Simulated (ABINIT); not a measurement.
**Diamond (Fd-3m, 2 atoms a cell): G0W0 with ABINIT, start to end**

How does a plane-wave GW calculation on Diamond (Fd-3m, 2 atoms a cell) run from the first input to the gap?

Main program and level: ABINIT 10.8.3; PBE and many-body steps on it, plane waves.

**The experiments to reproduce.**

- Gap 5.5 eV: band gap, experimental literature value; bulk crystal (quoted in “Fermi level pinning by defects can explain the large reported carbon 1s binding energy variations in diamond”, 2019, arxiv:1902.02958).

- Gap 5.47 eV: experimental band gap used as input; bulk crystal (quoted in “Enhanced Electron Emission Performance and Air‐Surface Stability in ScO‐Terminated Diamond for Thermionic Energy Converters”, 2024, pmc:11600692).

## 1. The starting structure

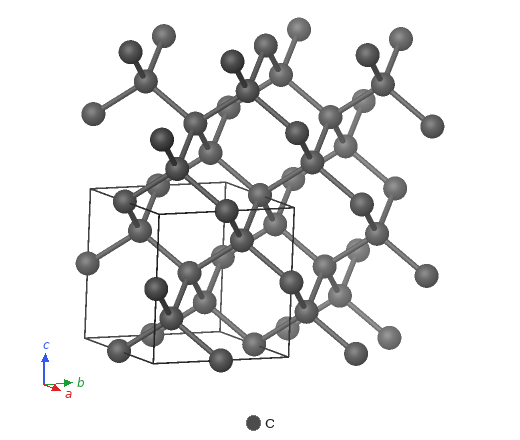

The starting structure, seen slightly off an axis (carbon dark grey). 1×2×2 cells are drawn. This picture shows the conventional cell, with its axes. Some periodic images of atoms are drawn too.

The cell and positions come from the Crystallography Open Database and are kept as given unless a step says otherwise.

## 2. Ground state

This step: ABINIT 10.8.3; DFT, PBE, plane waves, norm-conserving pseudopotentials.

The ground-state density comes first.

Contents of run.abi:

```
acell 3*1.0 Angstrom
rprim 
  -0.000000000000 1.783370000000 1.783370000000
  1.783370000000 -0.000000000000 1.783370000000
  1.783370000000 1.783370000000 0.000000000000
ntypat 1
znucl 6
natom 2
typat 1 1
xred 
  0.000000000000 0.000000000000 -0.000000000000
  0.250000000000 0.250000000000 0.250000000000
pp_dirpath "pseudos"
pseudos "C.upf"
ecut 37
ngkpt 10 10 10
nshiftk 1
shiftk 0 0 0
kptopt 1
chksymbreak 0
nband 9
occopt 1
tolvrs 1e-10
nstep 60
prtwf 0
optforces 0
optstress 0
indata_prefix "in"
outdata_prefix "out"
tmpdata_prefix "tmp"
```

Started as:

```bash
> OMP_NUM_THREADS=1 mpirun -n 4 abinit run.abi > log
```

Numbers of over 12 decimals in the logs are rounded to 6 here.

What it wrote:

```text
.Version 10.8.3 of ABINIT. v10.8.2 released Aug 2026.

 Symmetries : space group Fd -3 m (#227); Bravais cF (face-center cubic)
================================================================================
 Values of the parameters that define the memory need of the present run
     intxc =       0    ionmov =       0      iscf =       7    lmnmax =       4
     lnmax =       4     mgfft =      30  mpssoang =       2    mqgrid =    3001
     natom =       2  nloc_mem =       1    nspden =       1   nspinor =       1
    nsppol =       1      nsym =      48    n1xccc =    2501    ntypat =       1
    occopt =       1   xclevel =       2
-    mband =           9        mffmem =           1         mkmem =          12
       mpw =         845          nfft =       27000          nkpt =          47
================================================================================
  Rough estimation (10% accuracy) of disk space for files :
================================================================================

--------------------------------------------------------------------------------
------------- Echo of variables that govern the present computation ------------
--------------------------------------------------------------------------------
 -outvars: echo values of preprocessed input variables --------
            acell      1.8897261259E+00  1.8897261259E+00  1.8897261259E+00 Bohr

      chksymbreak           0
             ecut      3.70000000E+01 Hartree
-          fftalg         312

              ixc     -101130
              kpt      0.00000000E+00  0.00000000E+00  0.00000000E+00
                       1.00000000E-01  0.00000000E+00  0.00000000E+00
                       2.00000000E-01  0.00000000E+00  0.00000000E+00
                       3.00000000E-01  0.00000000E+00  0.00000000E+00
                       4.00000000E-01  0.00000000E+00  0.00000000E+00
                       5.00000000E-01  0.00000000E+00  0.00000000E+00
                       1.00000000E-01  1.00000000E-01  0.00000000E+00
                       2.00000000E-01  1.00000000E-01  0.00000000E+00
                       3.00000000E-01  1.00000000E-01  0.00000000E+00
   [... 36 further rows ...]
                      -3.00000000E-01  4.00000000E-01  2.00000000E-01
                      -3.00000000E-01  5.00000000E-01  2.00000000E-01
         kptrlatt       10    0    0      0   10    0      0    0   10
          kptrlen      4.76601409E+01
P           mkmem          12
            natom           2
            nband           9
            ngfft          30      30      30
             nkpt          47
            nstep          60
             nsym          48
           ntypat           1
              occ      2.000000  2.000000  2.000000  2.000000  0.000000  0.000000
[...]
optforces           0
        optstress           0
            prtwf           0
            rprim     -0.0000000000E+00  1.7833700000E+00  1.7833700000E+00
[...]
spgroup         227

           tolvrs      1.00000000E-10

             xred      0.0000000000E+00  0.0000000000E+00  0.0000000000E+00
[...]
znucl        6.00000

================================================================================

 chkinp: Checking input parameters for consistency.

================================================================================
== DATASET  1 ==================================================================
-   mpi_nproc: 4, omp_nthreads: 1 (-1 if OMP is not activated)

--- !DatasetInfo
iteration_state: {dtset: 1, }
dimensions: {natom: 2, nkpt: 47, mband: 9, nsppol: 1, nspinor: 1, nspden: 1, mpw: 845, }
cutoff_energies: {ecut:  37.0, pawecutdg:  -1.0, }
electrons: {nelect:   8.00000000E+00, charge:   0.00000000E+00, occopt:   1.00000000E+00, tsmear:   1.00000000E-02, }

 Real(R)+Recip(G) space primitive vectors, cartesian coordinates (Bohr,Bohr^-1):
 R(1)=  0.0000000  3.3700809  3.3700809  G(1)= -0.1483644  0.1483644  0.1483644
 R(2)=  3.3700809  0.0000000  3.3700809  G(2)=  0.1483644 -0.1483644  0.1483644
 R(3)=  3.3700809  3.3700809  0.0000000  G(3)=  0.1483644  0.1483644 -0.1483644
 Unit cell volume ucvol=  7.6551017E+01 bohr^3
 Angles (23,13,12)=  6.00000000E+01  6.00000000E+01  6.00000000E+01 degrees

 getcut: wavevector=  0.0000  0.0000  0.0000  ngfft=  30  30  30
         ecut(hartree)=     37.000   => boxcut(ratio)=   2.30135

 getcut : COMMENT -
  Note that boxcut > 2.2 ; recall that boxcut=Gcut(box)/Gcut(sphere) = 2
  is sufficient for exact treatment of convolution.
  Such a large boxcut is a waste : you could raise ecut
  e.g. ecut=   48.989798 Hartrees makes boxcut=2

--- Pseudopotential description ------------------------------------------------
- C Generated using ONCVPSP code by D. R. Hamann
-  6.00000   4.00000  171031                  znucl, zion, pspdat
12 -101130 1 -1 1248                          pspcod,pspxc,lmax,lloc,mmax
     nproj     2     2
  pspatm : epsatm=    4.31346680
         --- l  ekb(1:nproj) -->
[...]
1   -4.199961   -0.877517
 pspatm: atomic psp has been read  and splines computed

   6.90154688E+01                                ecore*ucvol(ha*bohr**3)
--------------------------------------------------------------------------------

_setup2: Arith. and geom. avg. npw (full set) are     822.485     822.457

================================================================================

--- !BeginCycle
iteration_state: {dtset: 1, }
solver: {iscf: 7, nstep: 60, nline: 4, wfoptalg: 0, }
tolerances: {tolvrs: 1.00E-10, }

     iter   Etot(hartree)      deltaE(h)  residm     vres2
 ETOT  1  -12.022012644239    -1.202E+01 1.536E-01 4.594E+01
 ETOT  2  -12.037397158723    -1.538E-02 8.428E-03 1.506E-01
 ETOT  3  -12.037407731185    -1.057E-05 4.063E-03 4.423E-03
 ETOT  4  -12.037408007989    -2.768E-07 3.688E-03 5.608E-05
 ETOT  5  -12.037408010338    -2.349E-09 8.736E-04 9.324E-08
 ETOT  6  -12.037408010340    -2.011E-12 3.766E-04 3.376E-10
 ETOT  7  -12.037408010340     9.415E-14 1.630E-04 1.540E-12

 At SCF step    7       vres2   =  1.54E-12 < tolvrs=  1.00E-10 =>converged.

--- !ResultsGS
iteration_state: {dtset: 1, }
comment   : Summary of ground state results
lattice_vectors:
- [ -0.0000000,   3.3700809,   3.3700809, ]
- [  3.3700809,  -0.0000000,   3.3700809, ]
- [  3.3700809,   3.3700809,   0.0000000, ]
lattice_lengths: [   4.76601,    4.76601,    4.76601, ]
lattice_angles: [ 60.000,  60.000,  60.000, ] # degrees, (23, 13, 12)
lattice_volume:   7.6551017E+01
convergence: {deltae:  9.415E-14, res2:  1.540E-12, residm:  1.630E-04, diffor:  0.000E+00, }
etotal    :  -1.20374080E+01
entropy   :   0.00000000E+00
fermie    :   3.78251972E-01
cartesian_stress_tensor: null
pressure_GPa: null
xred      :
- [  0.0000E+00,   0.0000E+00,   0.0000E+00,  C]
- [  2.5000E-01,   2.5000E-01,   2.5000E-01,  C]
cartesian_forces: null
force_length_stats: {min: null, max: null, mean: null, }

 Integrated electronic density in atomic spheres:
 ------------------------------------------------
 Atom  Sphere_radius  Integrated_density
    1        2.00000          4.70847033
    2        2.00000          4.67055731
================================================================================

 ----iterations are completed or convergence reached----

 Mean square residual over all n,k,spin=   13.101E-07; max=  16.296E-05
 reduced coordinates (array xred) for    2 atoms
       0.000000000000      0.000000000000      0.000000000000
       0.250000000000      0.250000000000      0.250000000000
 rms dE/dt=  0.0000E+00; max dE/dt=  0.0000E+00; dE/dt below (all hartree)
    1       0.000000000000      0.000000000000      0.000000000000
    2       0.000000000000      0.000000000000      0.000000000000

 cartesian coordinates (angstrom) at end:
    1      0.000000     0.000000     0.000000
    2      0.891685     0.891685     0.891685
 length scales=  1.889726125908  1.889726125908  1.889726125908 bohr
              =  1.000000000000  1.000000000000  1.000000000000 angstroms
 prteigrs : about to open file out_EIG
 Fermi (or HOMO) energy (hartree) =   0.37825   Average Vxc (hartree)=  -0.49368
 Eigenvalues (hartree) for nkpt=  47  k points:
 kpt#   1, nband=  9, wtk=  0.00100, kpt=  0.0000  0.0000  0.0000 (reduced coord)
  -0.41145    0.37825    0.37825    0.37825    0.58499    0.58499    0.58499    0.86809
   1.08739
 prteigrs : prtvol=0 or 1, do not print more k-points.

--- !EnergyTerms
iteration_state     : {dtset: 1, }
comment             : Components of total free energy in Hartree
kinetic             :  8.47301406351088E+00
hartree             :  9.65946945363361E-01
xc                  : -4.34005573698495E+00
Ewald energy        : -1.27873442426994E+01
psp_core            :  9.01561743076947E-01
local_psp           : -4.68416309048939E+00
non_local_psp       : -5.66367692117671E-01
total_energy        : -1.20374080103402E+01
total_energy_eV     : -3.27554558769834E+02
band_energy         :  3.84676948223958E-01

== END DATASET(S) ==============================================================
================================================================================

 -outvars: echo values of variables after computation  --------
           etotal     -1.2037408010E+01
            nband           9
             nkpt          47
          spgroup         227
 [... the other variables as echoed above ...]

 Calculation completed.
```

Run time: 3.4 s. Hardware: 4 MPI ranks of Arm Neoverse V2, shared host; peak memory 0.25 GiB.

Numbers from this step:

| Item | Value |
| --- | --- |
| total energy | -327.5546 eV |
| gap | 4.229 eV |
| k of the valence top | 0, 0, 0 |
| k of the conduction bottom | 0.4, 0.4, 0 |
| least direct gap | 5.626 eV |

The gap is indirect, with the least direct gap 1.40 eV higher.

## 3. Bands along the symmetry lines

Levels along a band path, at the cheap level, show where the edges lie and whether the meshes to come will hold them.

Contents of run.abi:

```
acell 3*1.0 Angstrom
rprim 
  -0.000000000000 1.783370000000 1.783370000000
  1.783370000000 -0.000000000000 1.783370000000
  1.783370000000 1.783370000000 0.000000000000
ntypat 1
znucl 6
natom 2
typat 1 1
xred 
  0.000000000000 0.000000000000 -0.000000000000
  0.250000000000 0.250000000000 0.250000000000
pp_dirpath "pseudos"
pseudos "C.upf"
ecut 37
iscf -2
irdden 1
kptopt 0
nkpt 50
kpt 
  0.00000000 0.00000000 0.00000000
  0.06250000 0.00000000 0.06250000
  0.12500000 0.00000000 0.12500000
  0.18750000 0.00000000 0.18750000
  0.25000000 0.00000000 0.25000000
  0.31250000 0.00000000 0.31250000
  0.37500000 0.00000000 0.37500000
  0.43750000 0.00000000 0.43750000
  0.50000000 0.00000000 0.50000000
  0.51562500 0.03125000 0.51562500
  0.53125000 0.06250000 0.53125000
  0.54687500 0.09375000 0.54687500
  0.56250000 0.12500000 0.56250000
  0.57812500 0.15625000 0.57812500
  0.59375000 0.18750000 0.59375000
  0.60937500 0.21875000 0.60937500
  0.62500000 0.25000000 0.62500000
  0.37500000 0.37500000 0.75000000
  0.32812500 0.32812500 0.65625000
  0.28125000 0.28125000 0.56250000
  0.23437500 0.23437500 0.46875000
  0.18750000 0.18750000 0.37500000
  0.14062500 0.14062500 0.28125000
  0.09375000 0.09375000 0.18750000
  0.04687500 0.04687500 0.09375000
  0.00000000 0.00000000 0.00000000
  0.06250000 0.06250000 0.06250000
  0.12500000 0.12500000 0.12500000
  0.18750000 0.18750000 0.18750000
  0.25000000 0.25000000 0.25000000
  0.31250000 0.31250000 0.31250000
  0.37500000 0.37500000 0.37500000
  0.43750000 0.43750000 0.43750000
  0.50000000 0.50000000 0.50000000
  0.50000000 0.46875000 0.53125000
  0.50000000 0.43750000 0.56250000
  0.50000000 0.40625000 0.59375000
  0.50000000 0.37500000 0.62500000
  0.50000000 0.34375000 0.65625000
  0.50000000 0.31250000 0.68750000
  0.50000000 0.28125000 0.71875000
  0.50000000 0.25000000 0.75000000
  0.50000000 0.21875000 0.71875000
  0.50000000 0.18750000 0.68750000
  0.50000000 0.15625000 0.65625000
  0.50000000 0.12500000 0.62500000
  0.50000000 0.09375000 0.59375000
  0.50000000 0.06250000 0.56250000
  0.50000000 0.03125000 0.53125000
  0.50000000 0.00000000 0.50000000
istwfk *1
nband 11
nbdbuf 2
tolwfr 1e-08
nstep 40
prtwf 0
prtvol 0
indata_prefix "in"
outdata_prefix "out"
tmpdata_prefix "tmp"
```

What it wrote:

```text
.Version 10.8.3 of ABINIT. v10.8.2 released Aug 2026.

 Symmetries : space group Fd -3 m (#227); Bravais cF (face-center cubic)
[... echo of the input left out ...]
== DATASET  1 ==================================================================
-   mpi_nproc: 4, omp_nthreads: 1 (-1 if OMP is not activated)

--- !DatasetInfo
iteration_state: {dtset: 1, }
dimensions: {natom: 2, nkpt: 50, mband: 11, nsppol: 1, nspinor: 1, nspden: 1, mpw: 869, }
cutoff_energies: {ecut:  37.0, pawecutdg:  -1.0, }
electrons: {nelect:   8.00000000E+00, charge:   0.00000000E+00, occopt:   1.00000000E+00, tsmear:   1.00000000E-02, }

 Real(R)+Recip(G) space primitive vectors, cartesian coordinates (Bohr,Bohr^-1):
 R(1)=  0.0000000  3.3700809  3.3700809  G(1)= -0.1483644  0.1483644  0.1483644
 R(2)=  3.3700809  0.0000000  3.3700809  G(2)=  0.1483644 -0.1483644  0.1483644
 R(3)=  3.3700809  3.3700809  0.0000000  G(3)=  0.1483644  0.1483644 -0.1483644
 Unit cell volume ucvol=  7.6551017E+01 bohr^3
 Angles (23,13,12)=  6.00000000E+01  6.00000000E+01  6.00000000E+01 degrees

 getcut: wavevector=  0.0000  0.0000  0.0000  ngfft=  30  30  30
         ecut(hartree)=     37.000   => boxcut(ratio)=   2.30135

 getcut : COMMENT -
  Note that boxcut > 2.2 ; recall that boxcut=Gcut(box)/Gcut(sphere) = 2
  is sufficient for exact treatment of convolution.
  Such a large boxcut is a waste : you could raise ecut
  e.g. ecut=   48.989798 Hartrees makes boxcut=2

--- Pseudopotential description ------------------------------------------------
- C Generated using ONCVPSP code by D. R. Hamann
-  6.00000   4.00000  171031                  znucl, zion, pspdat
12 -101130 1 -1 1248                          pspcod,pspxc,lmax,lloc,mmax
     nproj     2     2
  pspatm : epsatm=    4.31346680
         --- l  ekb(1:nproj) -->
             0    6.481548    0.385504
             1   -4.199961   -0.877517
 pspatm: atomic psp has been read  and splines computed

--------------------------------------------------------------------------------

================================================================================
 prteigrs : about to open file out_EIG
 Non-SCF case, kpt    1 (  0.00000  0.00000  0.00000), residuals and eigenvalues=
  1.15E-09  2.46E-09  4.10E-09  2.15E-09  4.34E-09  5.45E-09  5.76E-09  7.98E-09
  1.34E-09  3.49E-05  6.89E-05
 -4.1145E-01  3.7825E-01  3.7825E-01  3.7825E-01  5.8499E-01  5.8499E-01
  5.8499E-01  8.6809E-01  1.0874E+00  1.3653E+00  1.3654E+00
 Non-SCF case, kpt    2 (  0.06250  0.00000  0.06250), residuals and eigenvalues=
  7.88E-10  1.10E-09  7.57E-09  2.53E-09  1.51E-09  8.03E-09  2.52E-09  3.02E-09
[...]
-4.0615E-01  3.5790E-01  3.5790E-01  3.6537E-01  5.8087E-01  6.0988E-01
  6.0988E-01  8.7151E-01  1.0967E+00  1.2471E+00  1.3838E+00
 Non-SCF case, kpt    3 (  0.12500  0.00000  0.12500), residuals and eigenvalues=
  7.80E-09  1.48E-09  6.89E-09  3.60E-09  1.79E-09  4.36E-09  6.20E-09  7.96E-09
[...]
-3.9029E-01  3.1478E-01  3.1478E-01  3.2957E-01  5.7006E-01  6.6644E-01
  6.6644E-01  8.6803E-01  1.1220E+00  1.1457E+00  1.3923E+00
[...]
Non-SCF case, kpt   49 (  0.50000  0.03125  0.53125), residuals and eigenvalues=
[...]
-9.0410E-02 -9.0410E-02  1.4321E-01  1.4321E-01  5.6108E-01  5.6108E-01
  9.9380E-01  9.9380E-01  1.2288E+00  1.2288E+00  1.5680E+00
 Non-SCF case, kpt   50 (  0.50000  0.00000  0.50000), residuals and eigenvalues=
[...]
-9.1260E-02 -9.1260E-02  1.4617E-01  1.4617E-01  5.5561E-01  5.5561E-01
  9.9637E-01  9.9637E-01  1.2321E+00  1.2321E+00  1.5741E+00

--- !ResultsGS
iteration_state: {dtset: 1, }
comment   : Summary of ground state results
lattice_vectors:
- [ -0.0000000,   3.3700809,   3.3700809, ]
- [  3.3700809,  -0.0000000,   3.3700809, ]
- [  3.3700809,   3.3700809,   0.0000000, ]
lattice_lengths: [   4.76601,    4.76601,    4.76601, ]
lattice_angles: [ 60.000,  60.000,  60.000, ] # degrees, (23, 13, 12)
lattice_volume:   7.6551017E+01
convergence: {deltae:  0.000E+00, res2:  0.000E+00, residm:  9.813E-09, diffor:  0.000E+00, }
etotal    :  -1.20374080E+01
entropy   :   0.00000000E+00
fermie    :   3.78251972E-01
cartesian_stress_tensor: null
pressure_GPa: null
xred      :
- [  0.0000E+00,   0.0000E+00,   0.0000E+00,  C]
- [  2.5000E-01,   2.5000E-01,   2.5000E-01,  C]
cartesian_forces: null
force_length_stats: {min: null, max: null, mean: null, }

 Integrated electronic density in atomic spheres:
 ------------------------------------------------
 Atom  Sphere_radius  Integrated_density
[...]
================================================================================

 ----iterations are completed or convergence reached----

 Mean square residual over all n,k,spin=   37.436E-10; max=  98.133E-10
 reduced coordinates (array xred) for    2 atoms
[...]
cartesian coordinates (angstrom) at end:
    1      0.000000     0.000000     0.000000
    2      0.891685     0.891685     0.891685
 length scales=  1.889726125908  1.889726125908  1.889726125908 bohr
              =  1.000000000000  1.000000000000  1.000000000000 angstroms
 prteigrs : about to open file out_EIG
 Eigenvalues (hartree) for nkpt=  50  k points:
 kpt#   1, nband= 11, wtk=  1.00000, kpt=  0.0000  0.0000  0.0000 (reduced coord)
[...]
kpt#   2, nband= 11, wtk=  1.00000, kpt=  0.0625  0.0000  0.0625 (reduced coord)
[...]
kpt#   3, nband= 11, wtk=  1.00000, kpt=  0.1250  0.0000  0.1250 (reduced coord)
[...]
kpt#  49, nband= 11, wtk=  1.00000, kpt=  0.5000  0.0313  0.5313 (reduced coord)
  -0.09041   -0.09041    0.14321    0.14321    0.56108    0.56108    0.99380    0.99380
   1.22880    1.22880    1.56797
 kpt#  50, nband= 11, wtk=  1.00000, kpt=  0.5000  0.0000  0.5000 (reduced coord)
  -0.09126   -0.09126    0.14617    0.14617    0.55561    0.55561    0.99637    0.99637
   1.23206    1.23206    1.57409

== END DATASET(S) ==============================================================
================================================================================

 -outvars: echo values of variables after computation  --------
            nband          11
             nkpt          50
          spgroup         227
 [... the other variables as echoed above ...]

 Calculation completed.
```

It took 2.6 s on 4 MPI ranks; peak memory 0.07 GiB; 9.8 s of CPU time.

This step gave:

| Item | Value |
| --- | --- |
| gap | 4.190 eV |
| k of the valence top | 0, 0, 0 |
| k of the conduction bottom | 0.375, 0, 0.375 |
| least direct gap | 5.626 eV |

The gap is 4.190 eV, −0.039 eV from the run before at this level.

The electronic bands at the labelled points (eV, zero at the top of the highest filled band; v1 is the highest filled band, c1 the lowest empty one):

```csv
point,v4,v3,v2,v1,c1,c2,c3,c4
Γ,-21.49,0.00,0.00,0.00,5.63,5.63,5.63,13.33
X,-12.78,-12.78,-6.32,-6.32,4.83,4.83,16.82,16.82
U,-12.99,-11.74,-9.33,-5.38,5.74,10.80,14.40,15.64
jump to K,-12.99,-11.74,-9.33,-5.38,5.74,10.80,14.40,15.64
Γ,-21.49,0.00,0.00,0.00,5.63,5.63,5.63,13.33
L,-15.71,-13.39,-2.81,-2.81,8.52,8.52,8.90,15.71
W,-11.99,-11.99,-8.33,-8.33,10.68,10.68,12.35,12.35
X,-12.78,-12.78,-6.32,-6.32,4.83,4.83,16.82,16.82
```

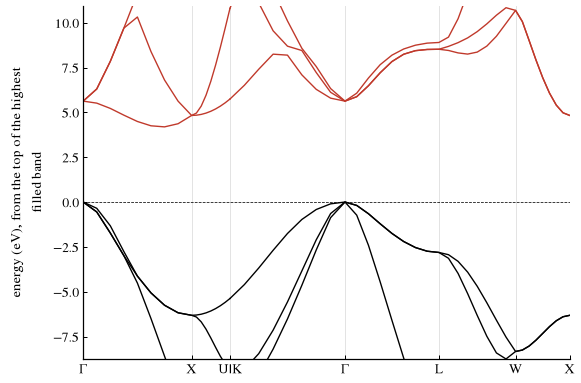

Electronic bands along the path; lines of filled and empty bands in two colours.

(Part 1 of 2 ends here.)

[Paths, hosts, dates, memory and timing lines, banners, echoed tables and standing remarks are left out of the program output.]

[Logs are printed without paths, hosts, clocks, repeated set-up lines and the standing remarks that a program may print on its own settings, such as how far it seeks lower states.]

[Runs of the session that timed out or met a known fault of the program may be left out.]

[Hosts, paths, dates, database ids (printed as entryN), source tags and the programs' standing remarks are cut or masked in the printed files.]

[G0W0 gaps are taken among the corrected bands and points alone; a level outside them can change the order at an edge.]

[Where Ansatz stands beside ABINIT at settings called matched, ABINIT's density can come from a denser mesh and the files from another edition; pairs whose starting gaps differed by over 0.03 eV were left out, so agreement reads better than it is.]
